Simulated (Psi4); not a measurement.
# BF (SMILES [B]F) at MP2/def2-TZVPPD

Aim: the vertical electron affinity of BF at MP2/def2-TZVPPD, from 2 runs. 

The results are computed with Psi4 1.11.

## 1. The molecule

BF has 2 atoms, charge 0, and is taken as a singlet. SMILES: `[B]F`. Geometry: relaxed at PBE0-D4/def2-TZVP.

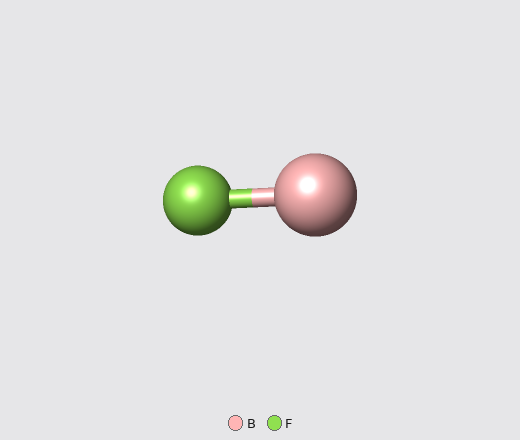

The structure, seen from a chosen angle (boron pink, fluorine green).

## 2. A single-point energy at MP2/def2-TZVPPD

Contents of job.json:

```json
{
  "schema_name": "qcschema_input",
  "schema_version": 1,
  "molecule": {
    "schema_name": "qcschema_molecule",
    "schema_version": 2,
    "symbols": ["B", "F"],
    "geometry": [0.0, 0.0, -0.01766894, 0.0, 0.0, 2.36922523],
    "molecular_charge": 0,
    "molecular_multiplicity": 1,
    "fix_symmetry": "c1"
  },
  "driver": "energy",
  "model": {
    "method": "mp2",
    "basis": "def2-TZVPPD"
  },
  "keywords": {
    "puream": true,
    "e_convergence": 1e-09,
    "d_convergence": 1e-08,
    "scf_type": "pk",
    "num_frozen_docc": 2,
    "mp2_type": "conv"
  }
}
```

The run is started by

```console
$ psi4 --qcschema job.json -n 1 --memory 2200MB
```

stdout:

```text
[...]
  Running in c1 symmetry.
[...]
  Nuclear repulsion =   18.852951490513714
[...]
  Multiplicity = 1
[...]
  Nalpha       = 7
  Nbeta        = 7
[...]
    Number of basis functions: 77
[...]
   @RHF iter   1:  -124.14325983976173   -7.41448e-01   3.24398e-03 DIIS/ADIIS
[...]
   @RHF iter   9:  -124.16242512049473   -1.11839e-11   3.87460e-09 DIIS
[...]
    Orbital Energies [Eh]
    ---------------------
    Doubly Occupied:
       1A    -26.377976     2A     -7.710295     3A     -1.699628
       4A     -0.855053     5A     -0.745955     6A     -0.745955
       7A     -0.405065
[...]
  @RHF Final Energy:  -124.16242512049473
   => Energetics <=
    Nuclear Repulsion Energy =             18.8529514905137141
    One-Electron Energy =                -208.9509013867008207
    Two-Electron Energy =                  65.9355247756923859
    Total Energy =                       -124.1624251204947313
[...]
 Multipole Moments:
 ------------------------------------------------------------------------------------
     Multipole            Electronic (a.u.)      Nuclear  (a.u.)        Total (a.u.)
 ------------------------------------------------------------------------------------
 L = 1.  Multiply by 2.5417464519 to convert [e a0] to [Debye]
 Dipole X            :         -0.0000000            0.0000000           -0.0000000
 Dipole Y            :          0.0000000            0.0000000            0.0000000
 Dipole Z            :          0.0181231            0.3254674            0.3435906
 Magnitude           :                                                    0.3435906
[...]
	SCS-MP2 Total Energy (a.u.)        :  -124.47961017121955
	SOS-MP2 Total Energy (a.u.)        :  -124.45326968941598
	SCSN-MP2 Total Energy (a.u.)       :  -124.30150286441761
[...]
	SOS-PI-MP2 Total Energy (a.u.)     :  -124.50174378423618
[...]
	MP2 Total Energy (a.u.)            :  -124.48381704000650
[...]
```

The result, in JSON:

```text
{
 "driver": "energy",
 "model": {
  "method": "mp2",
  "basis": "def2-TZVPPD"
 },
 "success": true,
 "return_result": -124.4838170400065,
 "properties": {
  "calcinfo_nbasis": 77,
  "calcinfo_nmo": 77,
  "calcinfo_nalpha": 7,
  "calcinfo_nbeta": 7,
  "calcinfo_natom": 2,
  "nuclear_repulsion_energy": 18.852951490513714,
  "return_energy": -124.4838170400065,
  "scf_one_electron_energy": -208.95090138670082,
  "scf_two_electron_energy": 65.93552477569239,
  "scf_dipole_moment": [-4.604397482230195e-11, 1.3458826233865947e-10, 0.3435905770254947],
  "scf_total_energy": -124.16242512049473,
  "scf_iterations": 9,
  "mp2_same_spin_correlation_energy": -0.07902144541072126,
  "mp2_opposite_spin_correlation_energy": -0.24237047410104032,
  "mp2_singles_energy": 0.0,
  "mp2_doubles_energy": -0.3213919195117616,
  "mp2_correlation_energy": -0.32139191951176826,
  "mp2_total_energy": -124.4838170400065
 }
}
```

Run time: 9.6 s. Hardware: 1 thread of Intel Xeon at 2.50GHz (Skylake/Cascade Lake), shared host; peak memory 0.33 GiB.

## 3. The doublet anion

Contents of bf.py:

```python
import psi4

psi4.set_memory('2200 MB')
psi4.set_num_threads(1)
psi4.set_output_file('run.log', False)

m = psi4.geometry("""
-1 2
B
F 1 1.26309
symmetry c1
no_reorient
no_com
""")

options = {'basis': 'def2-TZVPPD', 'reference': 'uhf', 'puream': True, 'e_convergence': 1e-09, 'd_convergence': 1e-08, 'scf_type': 'pk', 'num_frozen_docc': 2, 'mp2_type': 'conv', 'maxiter': 100}
psi4.set_options(options)

energy_value, wavefunction = psi4.energy("mp2", molecule=m, return_wfn=True)
print(f'total energy {energy_value:.8f} hartree = {energy_value * 27.211386:.5f} eV')
```

The run is started by

```console
$ python bf.py
```

run.log:

```text
[...]
  Running in c1 symmetry.
[...]
  Nuclear repulsion =   18.852951476260600
[...]
  Multiplicity = 2
[...]
  Nalpha       = 8
  Nbeta        = 7
[...]
    Number of basis functions: 77
[...]
   @UHF iter   1:  -124.05198819288447   -6.50176e-01   3.97570e-03 DIIS/ADIIS
[...]
   @UHF iter  14:  -124.10018991622610   -2.25953e-12   4.44637e-09 DIIS
[...]
   @S^2 Observed:                7.671145468E-01
[...]
    Orbital Energies [Eh]
    ---------------------
    Alpha Occupied:
       1A    -26.105298     2A     -7.415041     3A     -1.438996
       4A     -0.596165     5A     -0.514756     6A     -0.485060
       7A     -0.157428     8A      0.037748
    Alpha Virtual:
       9A      0.202210    10A      0.245494    11A      0.276938
      12A      0.315512    13A      0.333423    14A      0.350305
      15A      0.352669    16A      0.354373    17A      0.396783
      18A      0.414030    19A      0.419543    20A      0.494084
      21A      0.521117    22A      0.558225    23A      0.574374
      24A      0.761752    25A      0.821430    26A      0.821738
[...]
  @UHF Final Energy:  -124.10018991622610
   => Energetics <=
    Nuclear Repulsion Energy =             18.8529514762605999
    One-Electron Energy =                -212.6469668857664317
    Two-Electron Energy =                  69.6938254932797463
    Total Energy =                       -124.1001899162260997
  UHF NO Occupations:
  HONO-2 :    6  A 1.9996872
  HONO-1 :    7  A 1.9917709
[...]
 Multipole Moments:
 ------------------------------------------------------------------------------------
     Multipole            Electronic (a.u.)      Nuclear  (a.u.)        Total (a.u.)
 ------------------------------------------------------------------------------------
 L = 1.  Multiply by 2.5417464519 to convert [e a0] to [Debye]
 Dipole X            :          0.0000000            0.0000000            0.0000000
 Dipole Y            :          0.0000000            0.0000000            0.0000000
 Dipole Z            :          1.8285895            0.3254674            2.1540570
 Magnitude           :                                                    2.1540570
[...]
	SCS-MP2 Total Energy (a.u.)        :  -124.42571296748788
	SOS-MP2 Total Energy (a.u.)        :  -124.39781415875365
	SCSN-MP2 Total Energy (a.u.)       :  -124.24749562634292
[...]
	SOS-PI-MP2 Total Energy (a.u.)     :  -124.44741819917490
[...]
	MP2 Total Energy (a.u.)            :  -124.43190654453512
[...]
```

The script printed:

```text
total energy -124.43190654 hartree = -3385.96464 eV
```

Run time: 11 s. Hardware: 1 thread of Intel Xeon at 2.50GHz (Skylake/Cascade Lake), shared host; peak memory 0.33 GiB.

## 4. Results

At MP2/def2-TZVPPD, 2 core orbitals frozen:

```
                                                                 quantity          value
                                                 singlet BF: total energy  -124.48382 Eh
                          singlet BF: HOMO energy (Hartree–Fock orbitals)      -11.02 eV
                          singlet BF: LUMO energy (Hartree–Fock orbitals)        1.57 eV
                        singlet BF: HOMO–LUMO gap (Hartree–Fock orbitals)       12.60 eV
                  singlet BF: correlation energy (2 core orbitals frozen)     -321.4 mEh
                                              doublet anion: total energy  -124.43191 Eh
doublet anion: HOMO energy (Hartree–Fock orbitals) (highest over α and β)        1.03 eV
 doublet anion: LUMO energy (Hartree–Fock orbitals) (lowest over α and β)        5.50 eV
               doublet anion: correlation energy (2 core orbitals frozen)     -331.7 mEh
                         doublet anion: ⟨S²⟩ of the reference determinant          0.767
                        vertical electron affinity (to the doublet anion)      -1.413 eV
```

What this shows: The anion lies 1.41 eV (33 kcal/mol) above the neutral: the electron isn't bound at this level, and such a value depends on the basis. The HOMO (doublet anion) lies at positive energy, 1.03 eV: the electron is unbound at this level or held by a compact basis; values depend on the basis.
